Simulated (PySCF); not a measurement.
C₈H₁₆Si (SMILES CCCCCCC#C[SiH3])

```xyz
25

C    -3.7116    1.6171    0.4430
C    -2.4202    1.2433   -0.2745
C    -1.7766   -0.0044    0.3250
C    -0.5028   -0.4042   -0.4148
C     0.1000   -1.6911    0.1416
C     1.3751   -2.0985   -0.6067
C     2.4383   -1.1329   -0.4131
C     3.3098   -0.3199   -0.2316
Si    4.6434    0.9255    0.0212
H    -3.5187    1.8257    1.4931
H    -4.1577    2.5014   -0.0064
H    -4.4303    0.8021    0.3837
H    -1.7158    2.0760   -0.2145
H    -2.6330    1.0665   -1.3315
H    -2.4920   -0.8301    0.2848
H    -1.5438    0.1792    1.3765
H     0.2344    0.3983   -0.3384
H    -0.7334   -0.5419   -1.4747
H    -0.6300   -2.5000    0.0588
H     0.3338   -1.5558    1.2001
H     1.7175   -3.0747   -0.2488
H     1.1634   -2.1841   -1.6774
H     4.5549    1.9239   -1.0489
H     4.4453    1.5609    1.3277
H     5.9389    0.2417   -0.0253
```

Geometry: GFN2-xTB.

Theory: PySCF 2.14.0, PBE0/pcSseg-1, SCF density, gas phase, non-relativistic.

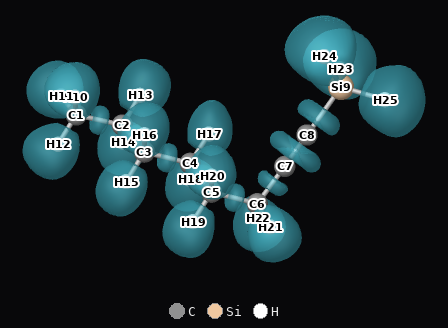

Figure 1. Isosurface of the ELF at 0.8 (cyan), seen at a tilt. Core shells and regions of very low density are left out.

> What do the ELF domains correspond to?

The ELF exceeds this value in seven regions between bonded C–C atoms (shared pairs), one region between bonded C–Si atoms (shared pairs) and 16 regions around hydrogen nuclei. Along the contacts the grid gives the following. C–C (1.21 Å): the ELF peaks at about 0.85 between the atoms (a short, multiple covalent bond). C–Si (1.84 Å): the ELF peaks at about 0.95 between the atoms (a shared electron pair).

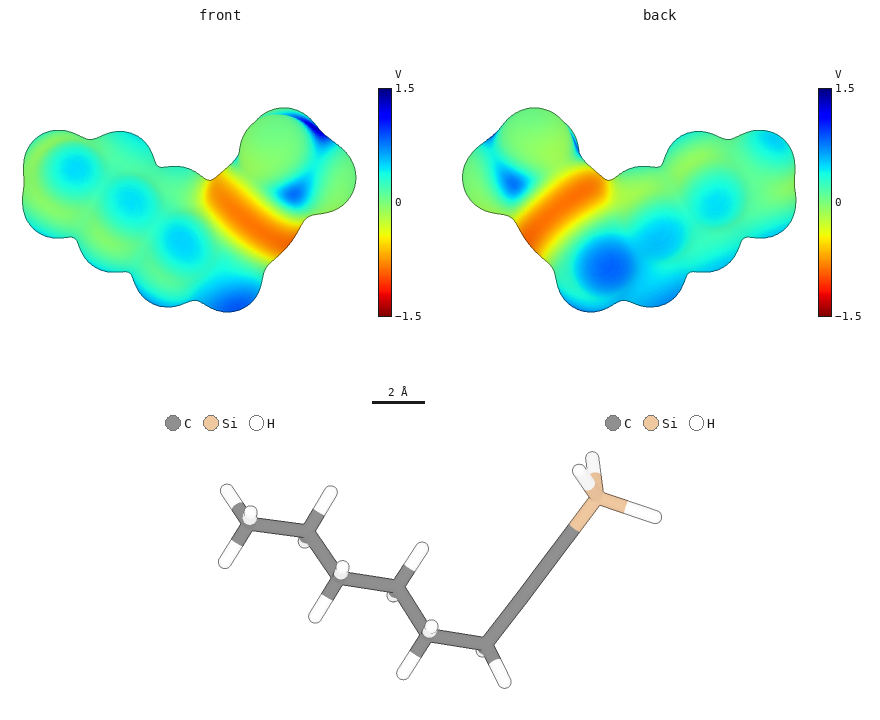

Figure 2. The electrostatic potential painted on the density surface at 0.002 e/bohr³, seen from the front and from behind; the colour scale runs from red (negative) to blue (positive). The bare structure is drawn below in the same view.

> Describe the electrostatic potential map.

The most negative region (about −0.9 V) lies over C7 and C8, the most positive (about +1.2 V) over Si9.

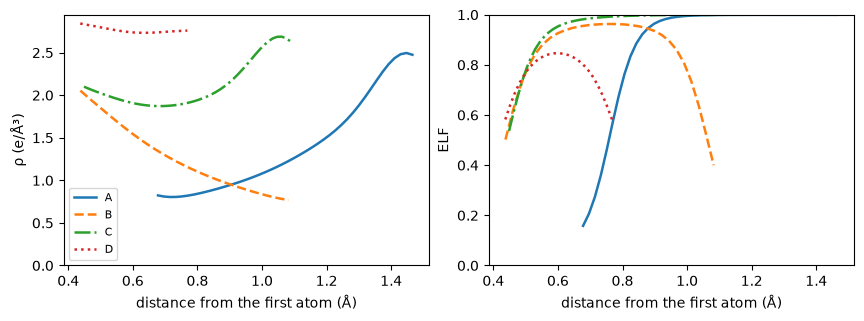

Figure 3. Electron density and electron localisation function along straight lines between neighbouring atoms. The curves leave out the atomic cores.

> Which curve belongs to which contact (C–C, C–H, C–Si and Si–H)? The first atom named is at distance zero.

Curve A: Si–H (1.47 Å): ρ at the midpoint is about 0.81 e/Å³; the ELF climbs to about 1 towards the hydrogen, as it does in any bond to H. Curve B: C–Si (1.84 Å): the density is about 0.93 e/Å³ at the midpoint; the ELF peaks at about 0.95 between the atoms, as expected for localised, covalent bonding. Curve C: C–H (1.09 Å): ρ at the midpoint is about 2 e/Å³; the ELF climbs to about 1 towards the hydrogen; a covalent bond by its length. Curve D: C–C (1.21 Å): ρ is about 2.7 e/Å³ halfway; the ELF peaks at about 0.85 between the atoms; a short, multiple covalent bond.
